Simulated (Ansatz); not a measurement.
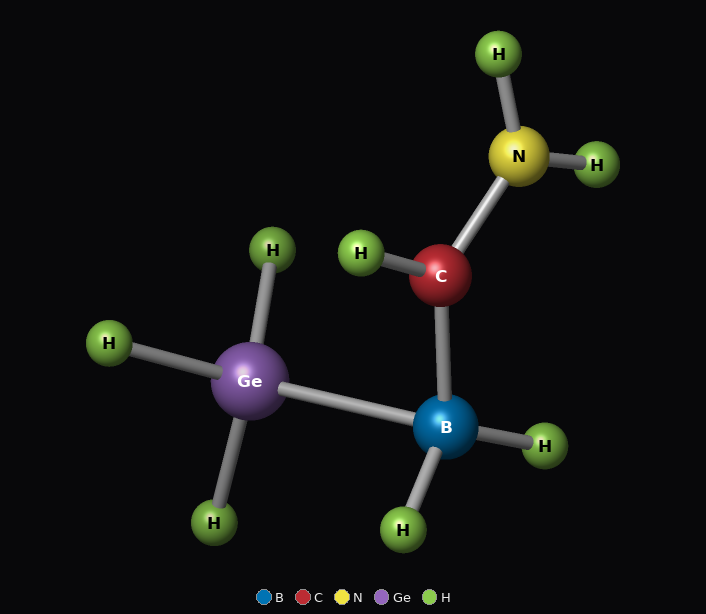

Computed geometry: PBE0-D4/def2-TZVP optimisation. Program: Ansatz 0.2.0.

At this fixed geometry, give HOMO energy (eV), HOMO–LUMO gap (eV), dipole (D) at these levels: B3LYP-D4/def2-TZVPP; PBE-D4/def2-TZVPP; r2SCAN-D4/def2-TZVPP; ωB97M-V/def2-TZVPP.

```tsv
level	HOMO energy (eV)	HOMO–LUMO gap (eV)	dipole (D)
B3LYP-D4/def2-TZVPP	−6.68	5.21	4.74
PBE-D4/def2-TZVPP	−5.90	3.77	4.61
r2SCAN-D4/def2-TZVPP	−6.10	4.13	4.69
ωB97M-V/def2-TZVPP	−8.84	9.58	4.88
```
